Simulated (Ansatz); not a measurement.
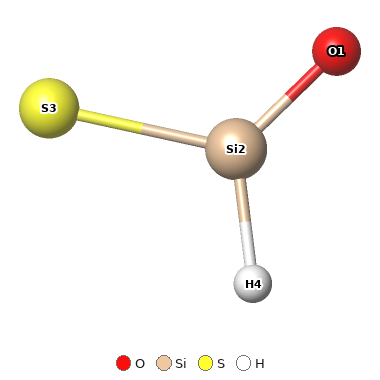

The system is HOSSi, SMILES [O][SiH]=S, spin multiplicity 2; the picture shows the reference structure. First axis: bond length Si2–S3. Second axis: angle S3–Si2–O1. Nothing is relaxed (all other coordinates rigid). The grid has 9 × 9 points. At 13 points there is no value. Points are written as (first, second). Energies: eV, counted from the lowest grid point. These are results of UKS r2SCAN0-D4/def2-SVP (Ansatz 0.2.0), not measurements.

Its coordinates:

```yaml
atoms:
  - { symbol: O, position_ang: [-1.5763, -0.1317, 0.5008] }
  - { symbol: Si, position_ang: [-0.1548, 0.1111, 0.0053] }
  - { symbol: S, position_ang: [1.3448, -1.3330, 0.0843] }
  - { symbol: H, position_ang: [0.3863, 1.3536, -0.5904] }
```

Range: bond length Si2–S3 from 1.792 to 2.917 Å; angle S3–Si2–O1 from 98.3 to 148.3°.

**What landscape does the calculation give?**

The lowest grid point is at (2.073 Å, 123.3°). It is the only kind of minimum in the scanned range. The highest grid point, (2.917 Å, 98.3°), lies 2.47 eV above the lowest. Round the minimum the valley is somewhat tilted: raising bond length Si2–S3 shifts the best value of angle S3–Si2–O1 upwards (coupling k₁₂/√(k₁₁k₂₂) about −0.2).

```tsv
angle S3–Si2–O1 ↓, bond length Si2–S3 →	1.792	1.932	2.073	2.214	2.354	2.495	2.635	2.776	2.917
148.3	1.26	0.45	0.28	0.43	0.76	1.16	1.57	1.98	2.36
142.0	1.23	0.37	0.16	–	0.61	–	1.43	–	2.25
135.8	1.23	0.32	0.07	0.19	0.50	0.91	1.34	1.77	2.17
129.5	1.20	–	0.02	–	0.45	–	1.29	–	2.14
123.3	1.10	0.24	0.00	0.12	0.44	0.85	1.29	1.72	2.13
117.0	0.99	–	0.02	0.15	0.48	0.89	1.33	–	2.17
110.8	0.94	0.22	0.07	0.23	0.56	0.97	1.41	1.84	2.24
104.5	0.97	–	0.16	–	0.69	–	1.54	–	2.34
98.3	1.09	0.39	0.30	0.52	0.87	1.28	1.70	2.11	2.47
```

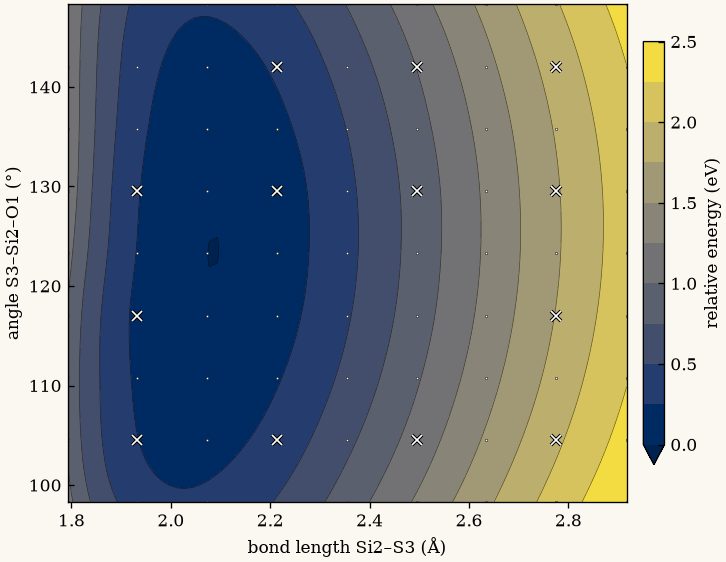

In the figure: filled contours, crosses at grid points without a value, dots at the grid points. Between grid points the surface is interpolated.

Time for the 68 points that were run: 14 min on 1 thread of Intel(R) Xeon(R) Platinum 8259CL CPU @ 2.50GHz (Skylake/Cascade Lake) (shared host).
